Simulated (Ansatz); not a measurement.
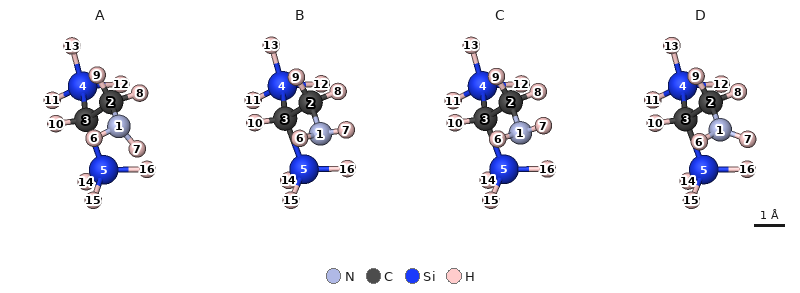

4 geometries from a converged minimum-energy path of C2H11NSi2, shuffled. A ball-and-stick model, seen from a free direction.

Level of theory: RKS PBE0-D4/def2-SVP in Ansatz 0.2.0. Set-up: 7 movable images; climbing image; force threshold 0.05 eV/Å; iteration limit 23; starting path through a guess of the saddle point.

Question: Which frame is the top of the path?

Answer: D. In order along the path, whose images run from 0 to 8: A (image 0, 0.000 eV), D (image 4, +0.120 eV), B (image 6, −0.040 eV), C (image 7, −0.059 eV). The motion is an umbrella inversion at N1. No bond forms or breaks between the ends. Among the angles between lasting bonds that change up to the highest image: H6–N1–H7 107.4° → 117.4°, C2–N1–H7 112.0° → 121.6°.

Cost: 9.1 min on 2 threads of Intel(R) Xeon(R) Platinum 8488C (Sapphire Rapids), with other jobs on the host, peak memory 0.36 GiB.
